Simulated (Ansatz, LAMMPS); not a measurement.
# Electronic structure of liquid 52SiO2-48Li2O (mol %) at 3000 K (69 atoms)

Aim: energy, forces, charges and density of states of liquid 52SiO2-48Li2O (mol %) at 3000 K (69 atoms) at a fixed geometry.

Program: Ansatz 0.2.0. Level of theory: Kohn-Sham DFT, PBE, PAW (set soft_2), plane waves. Results are calculated unless marked as measured.

**1. The starting structure**

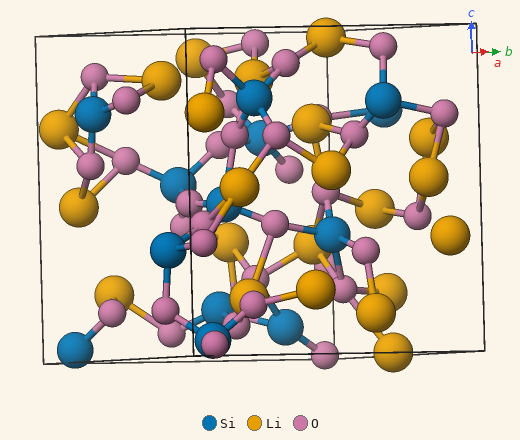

Start, viewed from a free direction; silicon blue, lithium orange, oxygen pink. Bonds to atoms that aren't drawn are left out. Some periodic images of atoms are drawn too.

The cell holds 69 atoms: 12 Si, 22 Li and 35 O. Cell: a = 9.078 Å, b = 9.078 Å, c = 9.078 Å, α = 90.0°, β = 90.0°, γ = 90.0°. 69 atoms (12 Si, 22 Li, 35 O) placed at random at 2.33 g/cm³, melted at 4000 K for 10 ps at fixed volume with the Morse and Coulomb pair potential with partial charges (Pedone, Malavasi, Menziani, Cormack and Segre, J. Phys. Chem. B 110, 11780 (2006)). Snapshot at the end of a hold of 10 ps at 3000 K and fixed volume.

Limits known from the start: The starting topology of bonds comes from the classical model, and needn't be the one that DFT or experiment would give. The Brillouin zone is sampled at Γ only, in a cell whose shortest periodic width is 9 Å.

**2. The classical run that made the cell**

A classical potential makes the cell, at a small fraction of what the same run would cost in DFT.

This step: classical MD, Morse and Coulomb pair potential with partial charges (Pedone, Malavasi, Menziani, Cormack and Segre, J. Phys. Chem. B 110, 11780 (2006)) (LAMMPS 22 Jul 2025 - Update 4).

in.lmp reads:

```
# melt-quench of Si12Li22O35
units metal
atom_style charge
boundary p p p
region box block 0 9.0778 0 9.0778 0 9.0778
create_box 3 box
mass 1 28.0850   # Si
mass 2 6.9400   # Li
mass 3 15.9990   # O
create_atoms 1 random 12 207311 NULL overlap 1.5 maxtry 2000
create_atoms 2 random 22 207318 NULL overlap 1.5 maxtry 2000
create_atoms 3 random 35 207325 NULL overlap 1.5 maxtry 2000
pair_style hybrid/overlay pedone 5.5 coul/long 8.0
pair_coeff * * coul/long
pair_coeff 1 3 pedone 0.340554 2.006700 2.100000 1   # Si-O
pair_coeff 2 3 pedone 0.001114 3.429506 2.681360 1   # Li-O
pair_coeff 3 3 pedone 0.042395 1.379316 3.618701 22   # O-O
set type 1 charge 2.4
set type 2 charge 0.6
set type 3 charge -1.2
kspace_style pppm 1.0e-4
neigh_modify delay 0 every 1 check yes
thermo_style custom step time temp pe press density
thermo_modify norm yes
timestep 0.002
thermo 100
min_style cg
minimize 1e-4 1e-4 200 2000
reset_timestep 0
velocity all create 4000 207312 mom yes dist gaussian
fix lim all nve/limit 0.05
fix lan all langevin 4000 4000 0.2 207313 zero yes
thermo 500
run 1000 post no
# [... 10 lines left out ...]
compute msd all msd com yes
thermo 1250
fix md all nvt temp 3000 3000 0.2
run 5000 post no
print "== T3000: mean square displacement over the hold $(c_msd[4]:%.2f) A^2"
unfix md
uncompute msd
write_dump all custom T3000.dump id type xs ys zs modify sort id
```

Run with:

```
lmp -in in.lmp -log none -nocite
```

Numbers of over 12 decimals in the logs are rounded to 6 here.

Output:

```text
LAMMPS (22 Jul 2025 - Update 4)
Created orthogonal box = (0 0 0) to (9.0778 9.0778 9.0778)
Created 12 atoms
Created 22 atoms
Created 35 atoms
PPPM initialization ...
  G vector (1/distance) = 0.37260805
  grid = 9 9 9
  estimated relative force accuracy = 7.7414214e-05
   Step          Time           Temp          PotEng         Press         Density
         0   0              0              0.32034079     870690.52      2.3300109
        85   0.17           0             -11.153434     -4990.4266      2.3300109
Loop time of 0.0430575 s on 1 MPI rank(s) for 85 steps with 69 atoms
Minimization stats:
  Stopping criterion = energy tolerance
  Energy initial, next-to-last, final =
     0.320340786849401  -11.1525495679256  -11.1534335761748
  Force two-norm initial, final = 237.62441 1.5225529
  Iterations, force evaluations = 85 117
   Step          Time           Temp          PotEng         Press         Density
[... 8 lines left out ...]
      3332   6.664          4334.1048     -10.578275      151096.71      2.3300109
      4165   8.33           3568.3749     -10.597198      119410.77      2.3300109
      4998   9.996          3603.2133     -10.66403       106169.57      2.3300109
      5831   11.662         3743.8218     -10.644731      121947.55      2.3300109
[... 1 line left out ...]
Loop time of 1.5797 s on 1 MPI rank(s) for 5000 steps with 69 atoms
   Step          Time           Temp          PotEng         Press         Density
[... 5 lines left out ...]
Loop time of 1.55921 s on 1 MPI rank(s) for 5000 steps with 69 atoms
   Step          Time           Temp          PotEng         Press         Density
[... 2 lines left out ...]
     12500   25             3282.9195     -10.777936      90187.131      2.3300109
     13750   27.5           3209.9782     -10.759213      77479.915      2.3300109
     15000   30             3028.2241     -10.716269      55877.878      2.3300109
     16000   32             2840.7827     -10.838665      78183.952      2.3300109
Loop time of 1.55904 s on 1 MPI rank(s) for 5000 steps with 69 atoms
== T3000: mean square displacement over the hold 59.67 A^2
```

Wall time 5.1 s (1 thread of Arm Neoverse V2, shared host); peak memory 0.077 GiB.

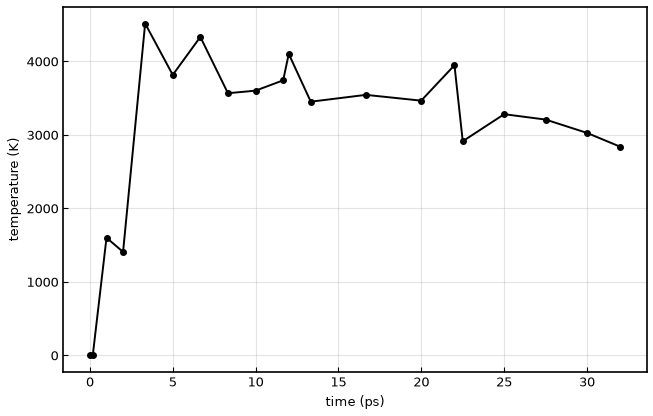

Temperature against time.

**3. Plane-wave single point**

The electrons are solved once, with the atoms held.

input.yaml reads:

```yaml
crystal:
  lattice:
    - [9.0778, 0.0, 0.0]
    - [0.0, 9.0778, 0.0]
    - [0.0, 0.0, 9.0778]
  atoms:
    - { symbol: Si, position: [0.87934, 0.73594, 0.77223] }
    - { symbol: Si, position: [0.72917, 0.06179, 0.32846] }
    - { symbol: Si, position: [0.21383, 0.7234, 0.09634] }
    - { symbol: Si, position: [0.14914, 0.03284, 0.03838] }
    - { symbol: Si, position: [0.82409, 0.15845, 0.04962] }
    - { symbol: Si, position: [0.18822, 0.67248, 0.67457] }
    - { symbol: Si, position: [0.60553, 0.69017, 0.36993] }
    - { symbol: Si, position: [0.36366, 0.00373, 0.75369] }
    - { symbol: Si, position: [0.55062, 0.34987, 0.46959] }
    - { symbol: Si, position: [0.71564, 0.37706, 0.78953] }
    - { symbol: Si, position: [0.29289, 0.45789, 0.15189] }
    - { symbol: Si, position: [0.21843, 0.36569, 0.53523] }
    - { symbol: Li, position: [0.97512, 0.43821, 0.19682] }
    - { symbol: Li, position: [0.46453, 0.5064, 0.85102] }
    - { symbol: Li, position: [0.06587, 0.21489, 0.20565] }
    - { symbol: Li, position: [0.61972, 0.392, 0.1798] }
    - { symbol: Li, position: [0.1006, 0.02105, 0.7135] }
    - { symbol: Li, position: [0.52147, 0.67231, 0.71116] }
    - { symbol: Li, position: [0.40303, 0.97943, 0.19257] }
    - { symbol: Li, position: [0.40048, 0.22277, 0.8523] }
    - { symbol: Li, position: [0.44277, 0.92276, 0.44896] }
    - { symbol: Li, position: [0.83615, 0.25692, 0.51588] }
    - { symbol: Li, position: [0.71835, 0.97248, 0.65881] }
    - { symbol: Li, position: [0.09812, 0.49754, 0.92409] }
    - { symbol: Li, position: [0.83908, 0.71302, 0.12514] }
    - { symbol: Li, position: [0.85151, 0.13561, 0.74558] }
    - { symbol: Li, position: [0.13759, 0.06377, 0.47403] }
    - { symbol: Li, position: [0.99296, 0.89569, 0.3544] }
    - { symbol: Li, position: [0.32435, 0.76894, 0.34478] }
    - { symbol: Li, position: [0.59171, 0.693, 0.97203] }
    - { symbol: Li, position: [0.59616, 0.89428, 0.00706] }
    - { symbol: Li, position: [0.88965, 0.87975, 0.53579] }
    - { symbol: Li, position: [0.8561, 0.56281, 0.56227] }
    - { symbol: Li, position: [0.06081, 0.61576, 0.36076] }
    - { symbol: O, position: [0.04362, 0.6466, 0.13757] }
    - { symbol: O, position: [0.91746, 0.92438, 0.72862] }
    - { symbol: O, position: [0.98074, 0.08386, 0.03448] }
    - { symbol: O, position: [0.77744, 0.79259, 0.93905] }
    - { symbol: O, position: [0.12961, 0.42719, 0.41022] }
    - { symbol: O, position: [0.3151, 0.01579, 0.59722] }
    - { symbol: O, position: [0.66912, 0.51225, 0.89488] }
    - { symbol: O, position: [0.83857, 0.38663, 0.67172] }
    - { symbol: O, position: [0.12134, 0.79815, 0.57856] }
    - { symbol: O, position: [0.44978, 0.43318, 0.10058] }
    - { symbol: O, position: [0.26561, 0.10303, 0.14755] }
    - { symbol: O, position: [0.79656, 0.70538, 0.31531] }
    - { symbol: O, position: [0.34152, 0.78829, 0.73008] }
    - { symbol: O, position: [0.14168, 0.22709, 0.61376] }
    - { symbol: O, position: [0.7052, 0.0593, 0.14521] }
    - { symbol: O, position: [0.84057, 0.2925, 0.15616] }
    - { symbol: O, position: [0.75129, 0.22244, 0.90894] }
    - { symbol: O, position: [0.91183, 0.08956, 0.34637] }
    - { symbol: O, position: [0.64496, 0.22899, 0.40697] }
    - { symbol: O, position: [0.00977, 0.64957, 0.78396] }
    - { symbol: O, position: [0.28967, 0.60435, 0.96323] }
    - { symbol: O, position: [0.51292, 0.04233, 0.79223] }
    - { symbol: O, position: [0.37738, 0.32023, 0.47686] }
    - { symbol: O, position: [0.5801, 0.37723, 0.67974] }
    - { symbol: O, position: [0.16479, 0.3573, 0.08416] }
    - { symbol: O, position: [0.27159, 0.59454, 0.2441] }
    - { symbol: O, position: [0.68484, 0.94392, 0.42068] }
    - { symbol: O, position: [0.23795, 0.07811, 0.8697] }
    - { symbol: O, position: [0.51334, 0.77061, 0.20444] }
    - { symbol: O, position: [0.50128, 0.72559, 0.50336] }
    - { symbol: O, position: [0.16286, 0.90127, 0.27938] }
    - { symbol: O, position: [0.60416, 0.49544, 0.40562] }
    - { symbol: O, position: [0.76107, 0.69436, 0.67202] }
    - { symbol: O, position: [0.22738, 0.50608, 0.65566] }
    - { symbol: O, position: [0.1889, 0.86917, 0.00909] }
kpoints:
  mp_grid: { grid: [1, 1, 1] }
hamiltonian:
  xc: pbe
scf:
  occupations: { method: fixed }
output:
  forces: true
  stress: true
  populations: true
  dos:
    method: { smearing: { sigma: 0.08 } }
    de: 0.1
    projected: { site_lists: { Li: [Li], O: [O], Si: [Si] } }
  eigenvalues: true
  write_density: true
  write_potential: true
  volumetric_format: npy
```

Run with:

```
ansatz run input.yaml --threads 8 --pin off --max-ram 15872MiB --backend cpu --events-out ev --progress --plain --runs-dir out
```

Output:

```text
Engine: ansatz 0.2.0, aarch64-unknown-linux-gnu
Pseudopotentials: kind: paw
Pseudopotential: Si, paw, valence charge 4, recommended cutoff 420 eV (normal), Si.paw.azcp
Pseudopotential: Li, paw, valence charge 3, recommended cutoff 420 eV (normal), Li.paw.azcp
Pseudopotential: O, paw, valence charge 6, recommended cutoff 420 eV (normal), O.paw.azcp
[... 5 lines on functional and potentials left out ...]
Crystal: 69 atoms, lattice volume = 748.069 Å³
Basis set: ecut = 420 eV, 14771 PW (Γ), exchange–correlation on 128×128×128 points (8 copies of the dense FFT grid, shifted against one another)
Bands: 231, of which v1, the nominal top of the filled ones, is band 162 counted from 1 (161 counted from 0)
Symmetry: 1 space group operations
Space group: P1 (ITA 1), of the structure as read, at distance tolerance 9.1e-5 Å
k-points: 1
[... 7 lines on functional and potentials left out ...]
Initial density: superposition of atomic densities (neutral atoms: chi_scale 0, normalization atom), corrected by the library's trained network
Initial wavefunctions: pseudopotential atomic-orbital guess
Functional: x = pbe(κ = 0.804, μ = 0.219515), c = pbe(β = 0.066725)
SCF iter   1: F=—  HF=-32037.773603 eV  |F-HF|=—  |Δ(HF+E_count)|=         —  Δρ=5.36e-3  dr2=3.26e-1  ethr=1.77e-3  ⟨swp⟩=5.0  Hψ=819  notcnv=0  defer=66
preconditioner: auto → Resta (q_TF=auto, 2.373 Å⁻¹)  ε∞=3.3  [insulator: Δε(μ)=1.507 eV  Ē_g=14.941 eV  n_scr=170 (ndim 8)  ℏωp=22.7 eV  f_vac=0.074  ε∞_Penn≈3.3]
SCF iter   2: F=—  HF=-32037.707779 eV  |F-HF|=—  |Δ(HF+E_count)|=   6.58e-2  Δρ=3.28e-3  dr2=8.75e-2  ethr=1.01e-4  ⟨swp⟩=2.0  Hψ=380  notcnv=0  defer=67
SCF iter   3: F=—  HF=-32037.693365 eV  |F-HF|=—  |Δ(HF+E_count)|=   1.44e-2  Δρ=1.49e-3  dr2=3.47e-2  ethr=2.70e-5  ⟨swp⟩=2.0  Hψ=275  notcnv=0  defer=67
SCF iter   4: F=—  HF=-32037.686677 eV  |F-HF|=—  |Δ(HF+E_count)|=   6.69e-3  Δρ=9.08e-4  dr2=6.67e-3  ethr=1.07e-5  ⟨swp⟩=2.0  Hψ=275  notcnv=0  defer=67
SCF iter   5: F=—  HF=-32037.685693 eV  |F-HF|=—  |Δ(HF+E_count)|=   9.83e-4  Δρ=3.44e-4  dr2=9.06e-4  ethr=2.06e-6  ⟨swp⟩=2.0  Hψ=374  notcnv=0  defer=67
SCF iter   6: F=—  HF=-32037.685810 eV  |F-HF|=—  |Δ(HF+E_count)|=   1.17e-4  Δρ=1.60e-4  dr2=1.72e-4  ethr=2.80e-7  ⟨swp⟩=2.0  Hψ=280  notcnv=0  defer=67
SCF iter   7: F=—  HF=-32037.685795 eV  |F-HF|=—  |Δ(HF+E_count)|=   1.49e-5  Δρ=4.58e-5  dr2=1.66e-5  ethr=5.31e-8  ⟨swp⟩=2.0  Hψ=301  notcnv=0  defer=64
SCF iter   8: F=—  HF=-32037.686973 eV  |F-HF|=—  |Δ(HF+E_count)|=   1.18e-3  Δρ=2.57e-5  dr2=4.59e-6  ethr=5.11e-9  ⟨swp⟩=2.0  Hψ=329  notcnv=0  defer=64
SCF iter   9: F=—  HF=-32037.686975 eV  |F-HF|=—  |Δ(HF+E_count)|=   1.61e-6  Δρ=1.07e-5  dr2=8.37e-7  ethr=1.42e-9  ⟨swp⟩=2.0  Hψ=301  notcnv=0  defer=64
SCF iter  10: F=-32037.686975 eV  HF=-32037.686975 eV  |F-HF|=8.79e-8  |Δ(HF+E_count)|=   3.16e-7  Δρ=3.28e-6  dr2=8.84e-8  ethr=3.09e-11  ⟨swp⟩=18.0  Hψ=2166  notcnv=0
SCF 1 converged in 10 iterations: F = -32037.686975 eV  dr2 = 8.84e-8
  greatest PAW one-centre occupation: 1.000 electrons in one spin orbital (limit 2), on the Li atom at site 24 (counted from 0), in its partial waves of l = 0
SCF converged after 10 iterations
Free energy (F): -32037.686975 eV
Harris-Foulkes:  -32037.686975 eV  (|F-HF|=8.79e-8)
Internal energy: -32037.686975 eV  (E = F + TS)
E sigma→0 (E₀):  -32037.686975 eV
Fermi energy:    5.521097 eV
--- Per-component energies (eV) ---
  E_band       = -2651.825552
  E_kinetic    = 7280.015423
  E_local      = -19051.079080  (includes V_loc(G=0)·N_el)
  E_nonlocal   = 1258.660470
  E_hartree    = 6835.989681
  E_xc         = -3528.695768
  E_vxc        = -4223.391143  (∫ρ·V_xc dr)
  E_paw        = -12173.829510  (= ΣΔE_a)
  E_vpaw       = -1588.104065  (= ΣTr[D̂ρ^β])
  E_aug_tail   = 0.088411  (compensation charges beyond the density's cutoff)
  E_ewald      = -12658.836603
  E_smearing   = -0.000000  (= −TS)
  E_closure    = 0.000000  (closes the sum)
  Σ components = -32037.686975   (vs F -32037.686975, Δ=0.00e0)
--- Forces (eV/Å), atoms counted from 1 ---
  atom   1  Si    -6.12425555    11.76179941     8.04786158
  atom   2  Si     5.58711446     9.20715855    -6.19142700
  atom   3  Si    -3.69096249    -4.66708665     1.61606368
  atom   4  Si     4.03718992     1.43582265     0.05937965
  atom   5  Si    -0.29954886     1.03930038     3.19988964
  atom   6  Si     0.88756572     4.77428125     3.25041937
  atom   7  Si     2.76742274     0.16020343    -3.59662591
  atom   8  Si    -7.85541014    -6.70115506    -0.02637208
  atom   9  Si    -3.87082698     1.78640621     6.00519451
  atom  10  Si    -0.15010805     1.71077778     3.47810750
  atom  11  Si    -1.97932851    -2.95025758    -4.58319777
  atom  12  Si    -1.45727467    -2.24466189     3.44853282
  atom  13  Li     0.41281564     0.66853815    -0.57574309
  atom  14  Li    -1.00863141    -0.86917983     1.37760326
[...]
atom  68  O      1.59246440    -1.17644711     0.60106128
  atom  69  O      0.15749650    -1.78656914    -2.44578282
  max |Σ_I F_I| component: 1.90e-4 eV/Å
--- Stress (GPa, compression-positive) ---
        7.540280       0.261715       3.256897
        0.261716      12.169664      -1.179085
        3.256905      -1.179084       7.566113
  P = ⅓ Tr σ = 9.0920 GPa (90.920 kbar)
--- Band table (eV) ---
  k-point 0: bands = ["-42.5189", "-42.1630", "-41.8406", "-41.6901", [... 215 levels ...], "13.9281", "14.0670", "14.1392", "14.2052", "14.2229", "14.3321", "14.3654", "14.4744", "14.6179", "14.7157", "14.8624", "14.8862"]
--- Löwdin populations: 69 sites ---
  site symbol       q [e]
     0     Si      2.3855
     1     Si      2.3909
     2     Si      2.4929
[...]
68      O      6.7665
  spilling = 0.013078 (of n_electrons = 324.000000)
```

Wall time 4.1 s (8 threads of Arm Neoverse V2, shared host); peak memory 0.88 GiB; 27 s of CPU time.

Reading the cycles: dr2 is the Hartree energy of the density residual (eV), the measure of convergence; HF is the Harris–Foulkes estimate of the energy, which meets the free energy F at convergence.

The run gave:

| Quantity | Value |
| --- | --- |
| free energy | -32037.6870 eV |
| free energy per atom | -464.3143 eV/atom |
| SCF cycles | 10 |
| pressure | 9.092 GPa |
| r.m.s. force component | 2.798 eV/Å |
| longest force | 15.51 eV/Å |
| Fermi energy | 5.521 eV |
| gap (highest filled to lowest empty level) | 0.952 eV |
| spilling of the projection | 0.01308 |

Length of the force by element:

```tsv
element	coordination	atoms	mean length of the force (eV/Å)	spread	least	most
Li	all	22	1.42	0.619	0.437	2.52
O	all	35	3.87	2.92	0.733	12.7
Si	all	12	6.99	3.65	3.38	15.5
```

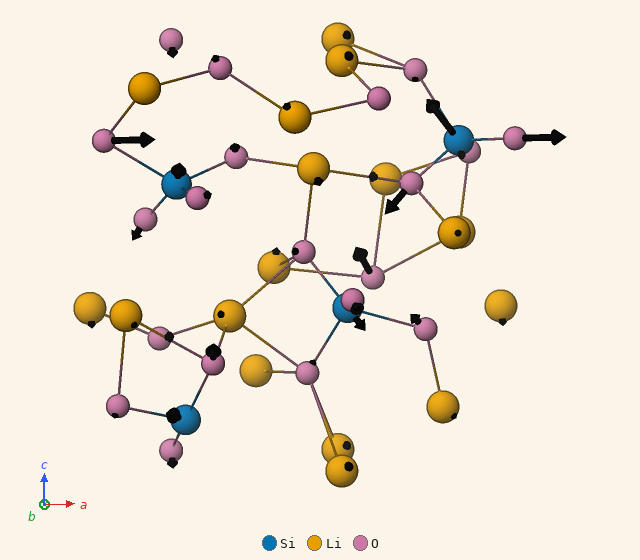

Forces as arrows; the longest in the cell is 15.5 eV/Å. Drawn is a slice 5 Å thick, seen along the normal of the ac plane. Bonds to atoms that aren't drawn are left out.

Löwdin charges by element (they lack the spilled electrons, 0.061 e an atom on average):

```tsv
element	coordination	atoms	mean charge (e)	spread	least	most
Li	all	22	0.772	0.0202	0.740	0.828
O	all	35	-0.915	0.0873	-1.09	-0.766
Si	all	12	1.61	0.0647	1.51	1.70
```

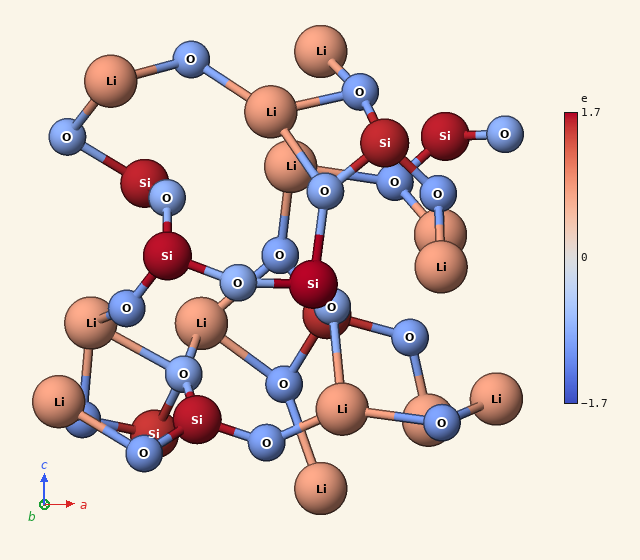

Atoms coloured by Löwdin charge. Drawn is a slice 5 Å thick, seen along the normal of the ac plane.

Density of states as counts of states in windows of 1 eV (from the Fermi level), total and the larger projections:

```tsv
from (eV)	to (eV)	total	O p	Si p	Li s
-14	-12	0.0	0.0	0.0	0.0
-12	-11	4.0	2.7	0.3	0.0
-11	-10	4.4	3.1	0.5	0.0
-10	-9	6.6	4.7	0.8	0.0
-9	-8	7.4	5.3	1.1	0.0
-8	-7	15.7	11.6	1.8	0.3
-7	-6	28.1	23.0	2.6	0.6
-6	-5	29.7	25.4	1.9	0.7
-5	-4	35.4	31.9	1.1	0.9
-4	-3	30.5	28.2	0.7	0.6
-3	-2	28.5	26.7	0.5	0.4
-2	-1	15.6	14.7	0.2	0.2
-1	0	3.2	3.1	0.0	0.0
0	1	2.6	1.0	0.1	0.8
1	2	2.3	0.3	0.2	1.0
2	3	6.0	1.0	1.0	1.9
3	4	10.8	1.5	1.7	3.3
4	5	18.0	2.2	3.9	4.2
```

The curve was stored every 0.10 eV, coarse against its broadening of 0.08 eV, so these counts are rough.

With fixed occupations the program's Fermi level is the highest filled level.

Between -26 and -14 eV lie 70 more states.

About 45 of the 324 electrons lie in deeper levels, below the stored range.

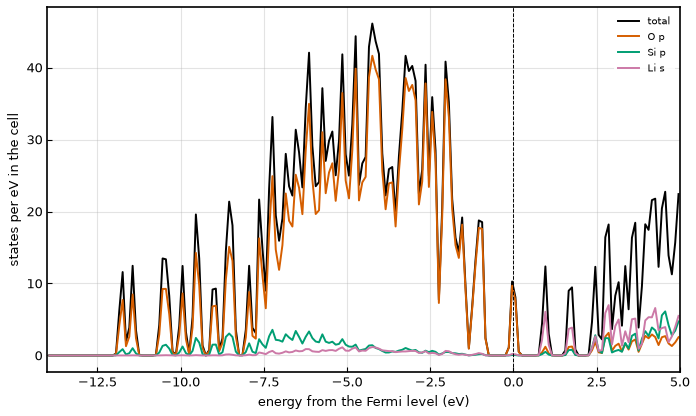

Total and projected density of states, with the broadening of the input.

The levels nearest the highest filled one (over half full), pooled over k-points and spins:

```tsv
level less the highest filled one (eV)	occupation
-1.59	2
-1.49	2
-1.17	2
-1.01	2
-0.960	2
0	2
0.952	0
1.71	0
2.45	0
2.78	0
2.85	0
3.12	0
```

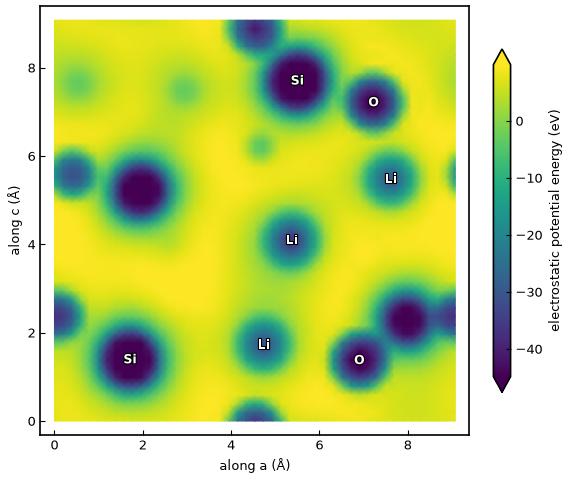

Electrostatic potential energy in the ac plane at fractional y = 0.693, with atoms of Si and Li and O within 0.2 Å of it. With pseudopotentials it is smooth inside the atoms' cores, unlike the true potential. The map starts off the cell's origin, so that atoms lie inside it.

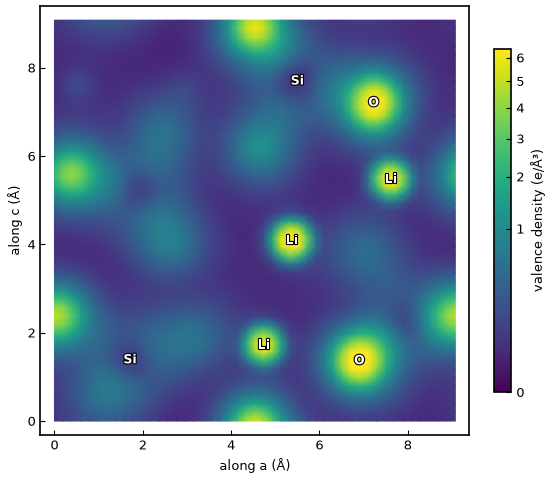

Valence density in the ac plane at fractional y = 0.693, with atoms of Si and Li and O within 0.2 Å of it. It is the smooth field of the valence electrons, not physical close to the nuclei. The map starts off the cell's origin, so that atoms lie inside it. The colour scale is stretched toward low values.

Mean Löwdin charges: Li +0.77, O -0.92, Si +1.61 e (they miss 1.3 % of the electrons, so they add up to more than the cell's charge). The largest share in the top eV of filled states is O p (97 % of the projected weight), and in the lowest eV of empty states Li s (55 % of the projected weight).

(Part 1 of 2 ends here.)

[Logs are printed without paths, hosts, clocks, repeated set-up lines and the standing remarks that a program may print on its own settings, such as how far it seeks lower states.]

[Hosts, paths, dates, database ids (printed as entryN), source tags and the programs' standing remarks are cut or masked in the printed files.]
